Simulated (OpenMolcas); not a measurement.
# GeClF (charge +1): single-point calculation (part 2 of 2)

GeClF, charge +1, multiplicity 2; B3LYP/6-31G*, UKS (OpenMolcas 26.06). The geometry is that of the parent species in another charge or spin state. The geometry comes from this level: PBE0-D4/def2-TZVP.

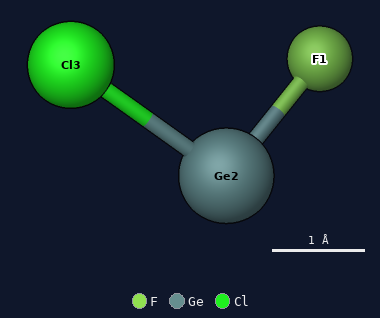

The structure as given in the input (ball-and-stick view, seen at a tilt; atoms are numbered from 1 in the order of the input). Sticks mark near contacts.

## What the program printed, continued
```
   37    0.1258    0.0000         35 GE2    d200   (-0.304),    41 GE2    d101   ( 0.423),    47 GE2    d011   (-0.520),    62 CL3    2pz    (-0.402),

--

      All orbitals with orbital energies smaller than  E(LUMO)+0.5 are printed

++    Molecular orbitals:
      -------------------

      Title: UKS-DFT orbitals (beta)

      Molecular orbitals for symmetry species 1: a

      Basis set list:
        1 F1     1s                 15 F1     d002               29 GE2    2pz                43 GE2    d020               57 CL3    2px
        2 F1     1s                 16 GE2    1s                 30 GE2    2pz                44 GE2    d020               58 CL3    2py
        3 F1     1s                 17 GE2    1s                 31 GE2    2pz                45 GE2    d011               59 CL3    2py
        4 F1     2px                18 GE2    1s                 32 GE2    2pz                46 GE2    d011               60 CL3    2py
        5 F1     2px                19 GE2    1s                 33 GE2    d200               47 GE2    d011               61 CL3    2pz
        6 F1     2py                20 GE2    1s                 34 GE2    d200               48 GE2    d002               62 CL3    2pz
        7 F1     2py                21 GE2    2px                35 GE2    d200               49 GE2    d002               63 CL3    2pz
        8 F1     2pz                22 GE2    2px                36 GE2    d110               50 GE2    d002               64 CL3    d200
        9 F1     2pz                23 GE2    2px                37 GE2    d110               51 CL3    1s                 65 CL3    d110
       10 F1     d200               24 GE2    2px                38 GE2    d110               52 CL3    1s                 66 CL3    d101
       11 F1     d110               25 GE2    2py                39 GE2    d101               53 CL3    1s                 67 CL3    d020
       12 F1     d101               26 GE2    2py                40 GE2    d101               54 CL3    1s                 68 CL3    d011
       13 F1     d020               27 GE2    2py                41 GE2    d101               55 CL3    2px                69 CL3    d002
       14 F1     d011               28 GE2    2py                42 GE2    d020               56 CL3    2px

  Index Energy  Occupation Coefficients ...

    1 -399.1210    1.0000         16 GE2    1s     ( 0.996),

    2 -101.8313    1.0000         51 CL3    1s     ( 0.996),

    3  -50.1733    1.0000         17 GE2    1s     ( 1.030),

    4  -44.6998    1.0000         21 GE2    2px    (-0.473),    29 GE2    2pz    ( 0.872),

    5  -44.6978    1.0000         21 GE2    2px    ( 0.701),    25 GE2    2py    (-0.634),

    6  -44.6970    1.0000         21 GE2    2px    ( 0.526),    25 GE2    2py    ( 0.764),

    7  -24.9553    1.0000          1 F1     1s     ( 0.993),

    8   -9.7469    1.0000         52 CL3    1s     ( 1.022),

    9   -7.5077    1.0000         55 CL3    2px    ( 0.726),    58 CL3    2py    (-0.586),

   10   -7.5016    1.0000         55 CL3    2px    (-0.471),    61 CL3    2pz    ( 0.868),

   11   -7.5007    1.0000         55 CL3    2px    ( 0.483),    58 CL3    2py    ( 0.794),

   12   -6.5968    1.0000         18 GE2    1s     ( 1.068),

   13   -4.7705    1.0000         22 GE2    2px    (-0.507),    30 GE2    2pz    ( 0.935),

   14   -4.7664    1.0000         22 GE2    2px    (-0.582),    26 GE2    2py    ( 0.867),

   15   -4.7638    1.0000         22 GE2    2px    ( 0.738),    26 GE2    2py    ( 0.617),    30 GE2    2pz    ( 0.464),

   16   -1.5757    1.0000         36 GE2    d110   ( 0.399),    37 GE2    d110   ( 0.213),    39 GE2    d101   ( 0.315),    42 GE2    d020   ( 0.216),
                                  45 GE2    d011   ( 0.320),

   17   -1.5708    1.0000         36 GE2    d110   ( 0.483),    37 GE2    d110   ( 0.257),    39 GE2    d101   (-0.377),

   18   -1.5700    1.0000         39 GE2    d101   (-0.276),    45 GE2    d011   ( 0.550),    46 GE2    d011   ( 0.293),

   19   -1.5678    1.0000         33 GE2    d200   (-0.248),    36 GE2    d110   (-0.247),    39 GE2    d101   ( 0.302),    45 GE2    d011   ( 0.339),
                                  46 GE2    d011   ( 0.180),    48 GE2    d002   ( 0.286),

   20   -1.5647    1.0000         33 GE2    d200   ( 0.284),    39 GE2    d101   ( 0.380),    40 GE2    d101   ( 0.202),    42 GE2    d020   (-0.335),

   21   -1.3994    1.0000          2 F1     1s     (-0.508),     3 F1     1s     (-0.479),

   22   -1.0807    1.0000         53 CL3    1s     ( 0.756),

   23   -0.7942    1.0000         19 GE2    1s     ( 0.763),

   24   -0.6706    1.0000          4 F1     2px    (-0.423),     5 F1     2px    (-0.273),     8 F1     2pz    (-0.235),    27 GE2    2py    ( 0.354),
                                  56 CL3    2px    ( 0.220),    59 CL3    2py    (-0.288),

   25   -0.6647    1.0000          4 F1     2px    (-0.298),     8 F1     2pz    ( 0.550),     9 F1     2pz    ( 0.373),

   26   -0.6583    1.0000          6 F1     2py    (-0.527),     7 F1     2py    (-0.341),    19 GE2    1s     ( 0.268),

   27   -0.5916    1.0000         56 CL3    2px    (-0.343),    62 CL3    2pz    ( 0.632),

   28   -0.5816    1.0000         59 CL3    2py    ( 0.625),

   29   -0.4966    0.0000         19 GE2    1s     (-0.516),    23 GE2    2px    (-0.330),    56 CL3    2px    ( 0.448),

   30   -0.3527    0.0000         23 GE2    2px    (-0.403),    31 GE2    2pz    ( 0.742),

   31   -0.2471    0.0000         27 GE2    2py    ( 0.768),    28 GE2    2py    ( 0.527),

   32   -0.2255    0.0000          3 F1     1s     (-0.464),    19 GE2    1s     (-0.411),    23 GE2    2px    ( 0.627),    24 GE2    2px    ( 0.445),
                                  31 GE2    2pz    ( 0.348),    60 CL3    2py    (-0.328),

   33   -0.1118    0.0000         20 GE2    1s     ( 2.083),

   34   -0.0386    0.0000         23 GE2    2px    ( 0.852),    24 GE2    2px    (-1.035),    27 GE2    2py    (-0.667),    28 GE2    2py    ( 0.781),

   35   -0.0299    0.0000         24 GE2    2px    (-0.651),    31 GE2    2pz    (-0.960),    32 GE2    2pz    ( 1.200),

--

++    Molecular charges:
      ------------------

      Mulliken charges per centre and basis function type
      ---------------------------------------------------

                            F1                      GE2                     CL3
                     alpha        beta       alpha        beta       alpha        beta
      1s           1.9544      1.9542      3.9389      3.6863      2.9966      3.0043
      2px          0.9190      0.8209      2.2993      2.1382      1.8706      1.5294
      2pz          0.9143      0.8811      2.1737      2.1276      1.9199      1.8244
      2py          0.8716      0.8533      2.2032      2.2416      1.8393      1.8387
      d200         0.0096      0.0087      0.6803      0.6744      0.0007     -0.0096
      d110         0.0020      0.0022      1.0277      1.0268      0.0030      0.0030
      d101         0.0007      0.0008      1.0091      1.0109      0.0009      0.0010
      d020         0.0144      0.0150      0.6677      0.6842     -0.0093     -0.0051
      d011         0.0015      0.0016      1.0191      1.0194      0.0011      0.0011
      d002         0.0070      0.0073      0.6735      0.6681     -0.0099     -0.0096
      Total        4.6946      4.5449     15.6925     15.2774      8.6130      8.1777
      Total              9.2395                 30.9699                 16.7906

      Charge           -0.2395                  1.0301                  0.2094

      Total electronic charge=   57.000000

      Total            charge=    1.000000
--

++    Molecular orbitals:
      -------------------

      Title: Natural orbitals

      Molecular orbitals for symmetry species 1: a

      Basis set list:
        1 F1     1s                 15 F1     d002               29 GE2    2pz                43 GE2    d020               57 CL3    2px
        2 F1     1s                 16 GE2    1s                 30 GE2    2pz                44 GE2    d020               58 CL3    2py
        3 F1     1s                 17 GE2    1s                 31 GE2    2pz                45 GE2    d011               59 CL3    2py
        4 F1     2px                18 GE2    1s                 32 GE2    2pz                46 GE2    d011               60 CL3    2py
        5 F1     2px                19 GE2    1s                 33 GE2    d200               47 GE2    d011               61 CL3    2pz
        6 F1     2py                20 GE2    1s                 34 GE2    d200               48 GE2    d002               62 CL3    2pz
        7 F1     2py                21 GE2    2px                35 GE2    d200               49 GE2    d002               63 CL3    2pz
        8 F1     2pz                22 GE2    2px                36 GE2    d110               50 GE2    d002               64 CL3    d200
        9 F1     2pz                23 GE2    2px                37 GE2    d110               51 CL3    1s                 65 CL3    d110
       10 F1     d200               24 GE2    2px                38 GE2    d110               52 CL3    1s                 66 CL3    d101
       11 F1     d110               25 GE2    2py                39 GE2    d101               53 CL3    1s                 67 CL3    d020
       12 F1     d101               26 GE2    2py                40 GE2    d101               54 CL3    1s                 68 CL3    d011
       13 F1     d020               27 GE2    2py                41 GE2    d101               55 CL3    2px                69 CL3    d002
       14 F1     d011               28 GE2    2py                42 GE2    d020               56 CL3    2px

  Index Energy  Occupation Coefficients ...

    1 -399.1215    2.0000         16 GE2    1s     ( 0.996),

    2 -101.8330    2.0000         51 CL3    1s     ( 0.996),

    3  -50.1736    2.0000         17 GE2    1s     ( 1.030),

    4  -44.6998    2.0000         21 GE2    2px    (-0.473),    29 GE2    2pz    ( 0.872),

    5  -44.6975    2.0000         21 GE2    2px    ( 0.784),    25 GE2    2py    (-0.485),

    6  -44.6968    2.0000         25 GE2    2py    ( 0.865),

    7  -24.9294    2.0000          1 F1     1s     (-0.997),

    8   -9.7181    2.0000         52 CL3    1s     ( 1.021),

    9   -7.5352    2.0000         55 CL3    2px    ( 0.826),

   10   -7.5016    2.0000         55 CL3    2px    (-0.471),    61 CL3    2pz    ( 0.869),

   11   -7.5022    2.0000         58 CL3    2py    (-0.921),

   12   -4.7446    2.0000         22 GE2    2px    (-0.505),    30 GE2    2pz    ( 0.931),

   13   -5.9584    2.0000         18 GE2    1s     ( 0.865),    22 GE2    2px    (-0.526),

   14   -4.8215    2.0000         26 GE2    2py    ( 1.010),

   15   -5.2244    2.0000         18 GE2    1s     ( 0.568),    22 GE2    2px    ( 0.756),    30 GE2    2pz    ( 0.382),

   16   -1.6112    2.0000         42 GE2    d020   (-0.411),    43 GE2    d020   (-0.219),    48 GE2    d002   ( 0.243),

   17   -1.5440    2.0000         36 GE2    d110   (-0.340),    45 GE2    d011   ( 0.578),    46 GE2    d011   ( 0.309),

   18   -1.3148    2.0000          4 F1     2px    (-0.169),     8 F1     2pz    ( 0.312),     9 F1     2pz    ( 0.211),    33 GE2    d200   (-0.230),
                                  39 GE2    d101   ( 0.315),    40 GE2    d101   ( 0.168),    45 GE2    d011   (-0.284),    48 GE2    d002   ( 0.203),

   19   -1.4747    2.0000         39 GE2    d101   ( 0.533),    40 GE2    d101   ( 0.286),

   20   -1.5310    2.0000         36 GE2    d110   (-0.575),    37 GE2    d110   (-0.309),    45 GE2    d011   (-0.288),

   21   -0.9247    2.0000          6 F1     2py    ( 0.518),     7 F1     2py    ( 0.335),    36 GE2    d110   ( 0.274),

   22   -1.3814    2.0000          2 F1     1s     (-0.523),     3 F1     1s     (-0.516),

   23   -0.6905    2.0000         59 CL3    2py    ( 0.677),

   24   -0.7304    2.0000          8 F1     2pz    (-0.293),    56 CL3    2px    (-0.284),    62 CL3    2pz    ( 0.523),

   25   -0.8409    2.0000          4 F1     2px    (-0.191),     8 F1     2pz    ( 0.353),     9 F1     2pz    ( 0.236),    31 GE2    2pz    ( 0.194),
                                  39 GE2    d101   (-0.199),    56 CL3    2px    (-0.200),    62 CL3    2pz    ( 0.369),

   26   -1.0775    1.9998         53 CL3    1s     ( 0.797),

   27   -0.7508    1.9994          4 F1     2px    ( 0.475),     5 F1     2px    ( 0.304),     8 F1     2pz    ( 0.266),    19 GE2    1s     ( 0.499),

   28   -0.6780    1.9975         19 GE2    1s     ( 0.586),    56 CL3    2px    ( 0.427),

   29   -0.5441    1.0000         19 GE2    1s     (-0.544),    23 GE2    2px    (-0.353),    56 CL3    2px    ( 0.465),

   30   -0.1841    0.0025         23 GE2    2px    (-0.679),    27 GE2    2py    ( 0.714),    56 CL3    2px    (-0.531),

   31   -0.0368    0.0006          3 F1     1s     (-0.508),     4 F1     2px    ( 0.395),    23 GE2    2px    ( 0.694),    27 GE2    2py    ( 0.690),
                                  31 GE2    2pz    ( 0.448),

   32    0.5000    0.0002         54 CL3    1s     (-0.485),    64 CL3    d200   ( 0.433),    66 CL3    d101   ( 0.647),

   33    0.0307    0.0000         23 GE2    2px    ( 0.383),    31 GE2    2pz    (-0.706),    41 GE2    d101   ( 0.390),

   34    0.0112    0.0000         56 CL3    2px    ( 0.459),    62 CL3    2pz    (-0.846),    63 CL3    2pz    ( 0.673),

   35    0.3108    0.0000         57 CL3    2px    (-0.553),    59 CL3    2py    (-0.939),    60 CL3    2py    ( 1.034),

   36    1.2450    0.0000          2 F1     1s     ( 0.807),     3 F1     1s     (-0.791),    12 F1     d101   ( 0.504),

   37    0.5391    0.0000          3 F1     1s     (-0.314),     6 F1     2py    ( 0.595),     7 F1     2py    (-0.328),    19 GE2    1s     ( 0.373),
                                  35 GE2    d200   ( 0.343),    38 GE2    d110   ( 0.369),    41 GE2    d101   ( 0.493),

   38    0.4097    0.0000          3 F1     1s     (-0.526),    28 GE2    2py    ( 0.889),    38 GE2    d110   ( 0.738),    54 CL3    1s     ( 0.560),

   39    0.7511    0.0000         19 GE2    1s     ( 1.885),

   40    0.6781    0.0000          4 F1     2px    ( 0.391),     8 F1     2pz    (-0.721),     9 F1     2pz    ( 0.608),    31 GE2    2pz    ( 0.407),

   41    0.8362    0.0000          9 F1     2pz    (-0.593),    38 GE2    d110   (-0.379),    45 GE2    d011   (-0.399),    47 GE2    d011   ( 0.668),

   42    1.4495    0.0000          3 F1     1s     (-2.353),    19 GE2    1s     ( 3.737),

   43    3.0125    0.0000         19 GE2    1s     ( 10.94),

   44    2.5915    0.0000          3 F1     1s     (-1.412),    19 GE2    1s     (-0.715),    37 GE2    d110   ( 0.800),    38 GE2    d110   (-0.822),
                                  54 CL3    1s     (-0.808),

   45    2.9862    0.0000          3 F1     1s     ( 4.845),

   46    1.8263    0.0000          3 F1     1s     ( 4.401),    53 CL3    1s     ( 2.425),

   47    1.8235    0.0000         19 GE2    1s     (-2.579),

   48    1.9091    0.0000         24 GE2    2px    (-0.274),    32 GE2    2pz    ( 0.505),    33 GE2    d200   ( 0.271),    34 GE2    d200   (-0.384),
                                  39 GE2    d101   (-0.356),    40 GE2    d101   ( 0.503),    48 GE2    d002   (-0.267),    49 GE2    d002   ( 0.379),
                                  63 CL3    2pz    (-0.394),

   49    0.7142    0.0000         19 GE2    1s     (-1.254),    53 CL3    1s     ( 2.305),

   50    0.7804    0.0000          9 F1     2pz    (-0.272),    35 GE2    d200   (-0.261),    41 GE2    d101   ( 0.354),    46 GE2    d011   ( 0.274),
                                  47 GE2    d011   (-0.288),    57 CL3    2px    ( 0.277),    63 CL3    2pz    (-0.511),    66 CL3    d101   (-0.266),
                                  68 CL3    d011   (-0.365),    69 CL3    d002   (-0.262),

   51   22.0227    0.0000         18 GE2    1s     (-14.91),

   52   44.9709    0.0000         18 GE2    1s     (-22.05),

   53    2.8401    0.0000         53 CL3    1s     (-4.503),

   54    0.9180    0.0000         24 GE2    2px    (-0.539),    31 GE2    2pz    (-0.652),    32 GE2    2pz    ( 0.994),

   55    3.0057    0.0000         18 GE2    1s     ( 4.549),

   56   16.7381    0.0000         18 GE2    1s     ( 12.77),

   57    4.5395    0.0000         18 GE2    1s     ( 6.323),    19 GE2    1s     ( 4.951),

   58    0.7338    0.0000          9 F1     2pz    (-0.344),    14 F1     d011   (-0.379),    31 GE2    2pz    ( 0.290),    57 CL3    2px    ( 0.314),
                                  62 CL3    2pz    ( 0.358),    63 CL3    2pz    (-0.579),

   59    1.5380    0.0000         19 GE2    1s     ( 2.670),

   60    1.2077    0.0000         19 GE2    1s     ( 3.527),

   61    1.3670    0.0000         10 F1     d200   ( 0.291),    11 F1     d110   ( 0.327),    12 F1     d101   (-0.350),    14 F1     d011   (-0.465),
                                  15 F1     d002   (-0.342),    32 GE2    2pz    (-0.406),    63 CL3    2pz    ( 0.308),

   62    0.5627    0.0000         68 CL3    d011   (-0.754),

   63    1.2406    0.0000          3 F1     1s     ( 0.661),    19 GE2    1s     ( 0.910),    20 GE2    1s     (-1.094),

   64    1.0307    0.0000          3 F1     1s     (-0.494),    13 F1     d020   ( 0.422),    19 GE2    1s     (-0.678),    28 GE2    2py    ( 0.553),
                                  54 CL3    1s     ( 0.381),

   65    1.8499    0.0000         14 F1     d011   (-0.431),    37 GE2    d110   ( 0.347),    45 GE2    d011   ( 0.341),    46 GE2    d011   (-0.632),
                                  47 GE2    d011   ( 0.553),

   66    1.4458    0.0000          3 F1     1s     (-5.708),

   67    0.8049    0.0000         54 CL3    1s     (-2.591),

   68    1.1865    0.0000         11 F1     d110   (-0.463),    12 F1     d101   ( 0.458),    19 GE2    1s     ( 0.653),    28 GE2    2py    (-0.365),
                                  54 CL3    1s     (-0.397),

--

++    Molecular properties:
      ---------------------

      Charge (e):
                      =    1.0000
      Dipole Moment (debye):
      Origin of the operator (angstrom)=   -0.2491   -0.1840   -0.1543
                   X= -2.0852E+00               Y= -8.6810E-01               Z= -1.2208E+00           Total=  2.5675E+00
      Center of Charge (angstrom)
                     X=   -0.68319357               Y=   -0.36477329               Z=   -0.40845887
      Quadrupole Moment (debye*angstrom):
      Origin of the operator (angstrom)=   -0.2491   -0.1840   -0.1543
                  XX= -2.5549E+01              XY= -3.1837E+00              XZ=  1.1862E+00              YY= -2.8802E+01
                  YZ= -1.7746E+00              ZZ= -2.7882E+01
      In traceless form (debye*angstrom)
                  XX=  2.7928E+00              XY= -4.7755E+00              XZ=  1.7793E+00              YY= -2.0868E+00
                  YZ= -2.6618E+00              ZZ= -7.0598E-01
--

--- Stop Module: scf /rc=_RC_ALL_IS_WELL_ ---
--- Module scf spent 21 seconds ---

.##################.
.# Happy landing! #.
.##################.

    Timing: Wall=24.60 User=22.11 System=2.49
```

The run was set up as follows.

## The input
```
>>> EXPORT MOLCAS_PRINT=2

&GATEWAY
 BasLib=$CurrDir
 Coord
 3
 angstrom
 F        0.110400       1.418700       0.206200
 Ge      -0.762800       0.035600      -0.410300
 Cl       0.641600      -1.519100       0.191000
 Basis=6-31Gs
 Group=NoSym

&SEWARD
 GridInput
 Grid=UltraFine
 End of Grid

&SCF
 UHF
 Charge=1
 Spin=2
 KSDFT=B3LYP
 Thresholds=1e-10 1e-07 1e-07 1e-05
 PrOrbitals=1 2
```

Launch command:
```bash
export MOLCAS_MEM=1860
pymolcas run.inp > run.log
```

## Results in brief

| quantity | value |
| --- | --- |
| outcome | converged |
| total energy | −2636.489733 hartree |
| basis functions | 69 |
| ⟨S²⟩ | 0.757 |
| hardware | 1 thread of Intel Xeon @ 2.50GHz (Skylake/Cascade Lake), 96 GiB of memory available, shared host |
| wall time | 25 s |
| peak memory | 0.41 GiB |
